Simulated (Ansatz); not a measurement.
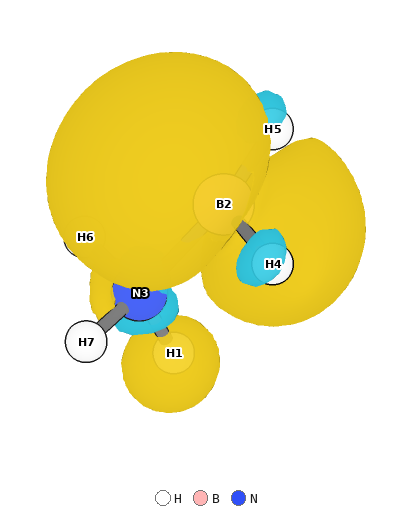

Figure 1: BH$_{5}$N (doublet). Isosurfaces of the spin density at +0.015 (yellow) and −0.015 e/Å³ (cyan), seen at an oblique angle.

Not at a stationary point (largest force 0.8 eV/Å).

All numbers below come from UKS B3LYP-D4/def2-SVPD in Ansatz.

```xyz
7

H     0.3262   -0.8597    1.1573
B    -0.3256    0.1492   -0.9477
N     0.2289    0.0291    0.6351
H     0.5034   -0.2868   -1.7047
H    -1.4991   -0.1175   -0.9890
H    -0.3849    0.6192    1.1979
H     1.1512    0.4664    0.6513
```

### Where is the unpaired spin?

The unpaired spin (1 electron) lies mostly on B2 (about 0.8), in electrons by Hirshfeld's partition.
